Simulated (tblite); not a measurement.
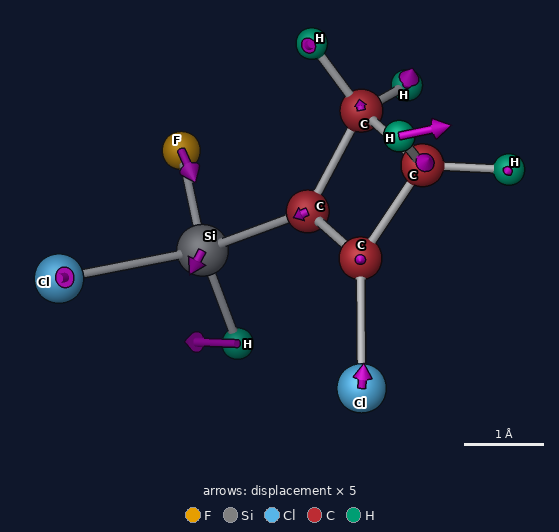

A relaxation of C4H5Cl2FSi. The starting structure is drawn; purple arrows show the displacements, magnified 5 times. The two geometries are superimposed by the best rigid fit.

Style: ball-and-stick. Shown from a free direction.

Computed with GFN2-xTB geometry optimisation, gas phase (tblite). 

> Atoms of which element are displaced furthest, and by how much?

Hydrogen: up to 0.20 Å, against 0.11 Å for fluorine.

> What did the optimiser do to the structure, and how much energy did it gain?

The energy falls by 12.2 kcal/mol in 37 geometry steps. The atom that moves furthest after the best rigid fit is an H atom (0.20 Å). By element the largest moves are H 0.20 Å, F 0.11 Å, Cl 0.08 Å, Si 0.07 Å, C 0.07 Å. Some distances before and after: Cl–Si 2.107 → 2.003 Å, C–Cl 1.772 → 1.701 Å, F–Si 1.683 → 1.613 Å, C–C 1.484 → 1.548 Å. Among the angles between lasting bonds that change: C–Si–H 108.3° → 115.7°, C–C–H 109.3° → 115.1°, F–Si–H 110.1° → 104.7°.
